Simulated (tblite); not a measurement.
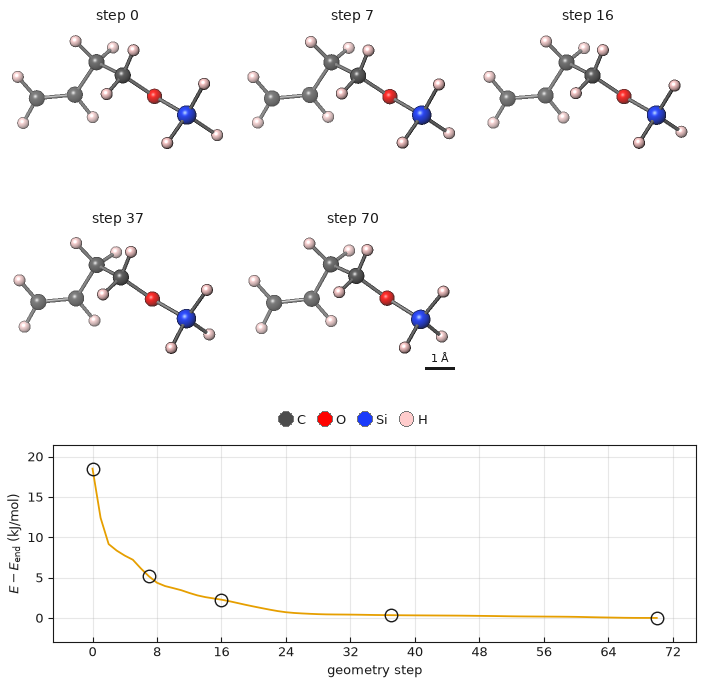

Frames of a relaxation of C4H10OSi, marked on the history of the run. The picture is a ball-and-stick view, seen at a tilt.

The calculation used GFN2-xTB geometry optimisation, gas phase (tblite). 

### What happens along the run?

An H atom moves most after the best rigid fit: 0.49 Å. By element the largest moves are H 0.49 Å, O 0.21 Å, C 0.12 Å, Si 0.06 Å. Some distances before and after: C–O 1.441 → 1.396 Å, O–Si 1.657 → 1.617 Å, H–Si 1.489 → 1.453 Å, C–H 1.105 → 1.081 Å. Bond angles that change, for instance: C–O–Si 118.0° → 129.9°, O–Si–H 109.7° → 99.1°, H–Si–H 110.0° → 113.5°. Over 70 geometry steps the energy falls by 18.5 kJ/mol. Cost: 0.32 s on 1 thread of Arm Neoverse V2, with other jobs on the host. From step 0 to 7: an H atom moves most (0.15 Å), energy −13.3 kJ/mol. From step 7 to 16: an H atom moves most (0.16 Å), energy −2.90 kJ/mol. From step 16 to 37: an H atom moves most (0.12 Å), energy −1.92 kJ/mol. From step 37 to 70: an H atom moves most (0.14 Å), energy −0.34 kJ/mol.
